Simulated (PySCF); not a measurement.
```csv
atom,x (Å),y (Å),z (Å)
Si,-0.3818,-0.4845,0.2183
S,-0.0209,-0.7729,2.3093
C,1.1745,0.5636,2.6370
H,1.9682,0.5657,1.8764
H,1.6181,0.3620,3.6210
H,0.6789,1.5442,2.6647
S,1.5303,-0.7758,-0.7383
C,1.3091,0.1201,-2.3091
H,0.4647,-0.2752,-2.8918
H,2.2289,-0.0344,-2.8896
H,1.1753,1.1983,-2.1464
C,-1.0346,1.2333,-0.1610
H,-1.2766,1.3442,-1.2296
H,-0.3058,2.0119,0.1098
H,-1.9557,1.4036,0.4183
C,-1.6182,-1.7995,-0.2720
H,-1.8349,-1.7365,-1.3500
H,-2.5638,-1.6727,0.2785
H,-1.2183,-2.8021,-0.0607
```

Geometry: PBE0-D3(BJ)/def2-SVP.

Level of theory: PySCF, PBE0/pcSseg-1, SCF density, gas phase, non-relativistic.

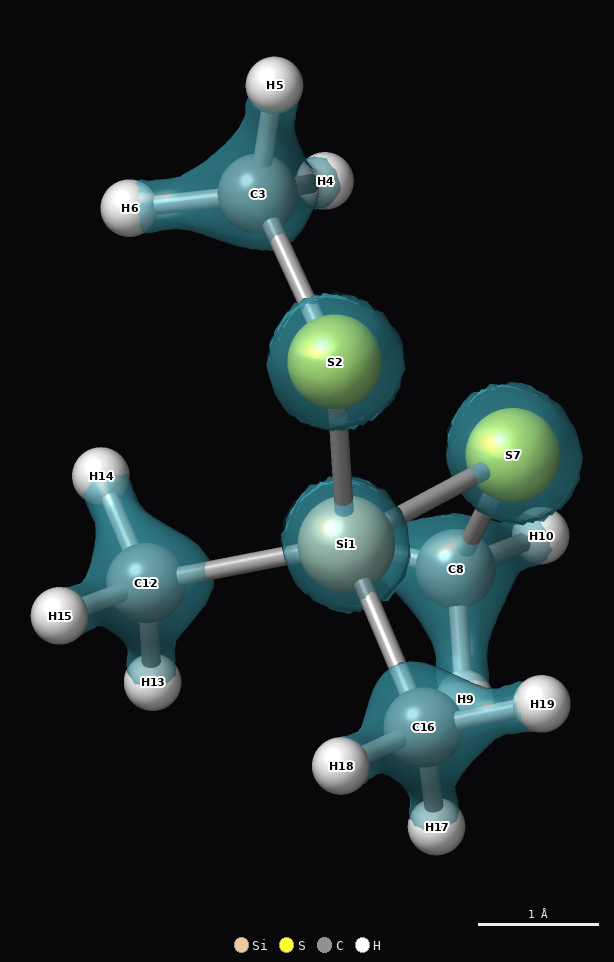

C4H12S2Si (Si(SMe)2Me2). Isosurface of the electron density at 1.5 e/Å³ (cyan), seen at an oblique angle.

**How is the density connected at this value?**

At this value the surface falls into seven separate pieces. It bridges the sampled C–H (1.10 Å) contacts, where the density stays above the isovalue. It is pinched off along the sampled C–S (1.82 Å), C–Si (1.87 Å) and Si–S (2.14 Å) contacts. On the grid the lowest density along these lines, outside the cores, is 1.2 e/Å³ (C–S, 1.82 Å), 0.82 e/Å³ (C–Si, 1.87 Å), 0.66 e/Å³ (Si–S, 2.14 Å) and 1.8 e/Å³ (C–H, 1.10 Å).
